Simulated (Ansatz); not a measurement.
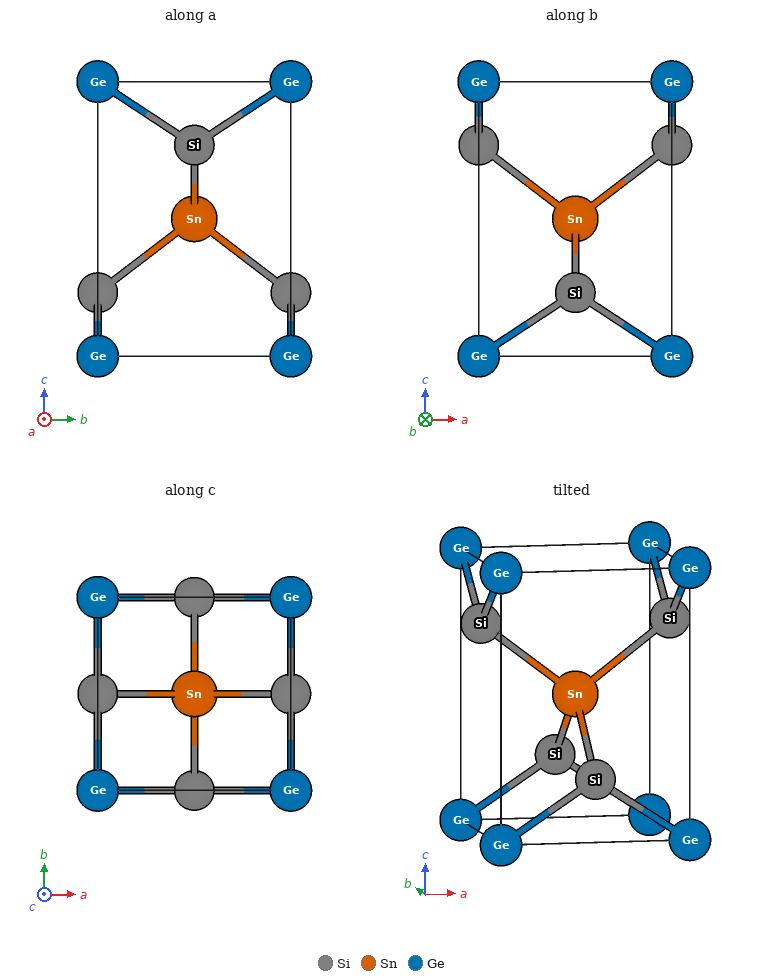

An orthographic ball-and-stick view of the structure, along the a axis, along the b axis, along the c axis and slightly off an axis. The conventional unit cell is drawn as a box.

Lattice parameters: a = 4.0734 Å, b = 4.0734 Å, c = 5.7916 Å, α = 90.000°, β = 90.000°, γ = 90.000°.

Q: Set out the cell and atoms as a CIF in P1 with every atom of the cell, with free fractional coordinates to two decimals.

A:
```cif
data_structure
_symmetry_space_group_name_H-M 'P 1'
_symmetry_Int_Tables_number 1
_cell_length_a 4.0734
_cell_length_b 4.0734
_cell_length_c 5.7916
_cell_angle_alpha 90.000
_cell_angle_beta 90.000
_cell_angle_gamma 90.000
_cell_volume 96.10
loop_
_atom_site_label
_atom_site_type_symbol
_atom_site_fract_x
_atom_site_fract_y
_atom_site_fract_z
_atom_site_occupancy
Si1 Si 0.00 0.50 0.77 1
Si2 Si 0.50 0.00 0.23 1
Sn1 Sn 0.50 0.50 0.50 1
Ge1 Ge 0.00 0.00 0.00 1
```

The model was built from a structure type filled with these elements by a generator (whether the compound takes this form wasn't checked). Earlier steps of the study may have refined or changed the cell and positions. It was run through Ansatz as a DFT input.
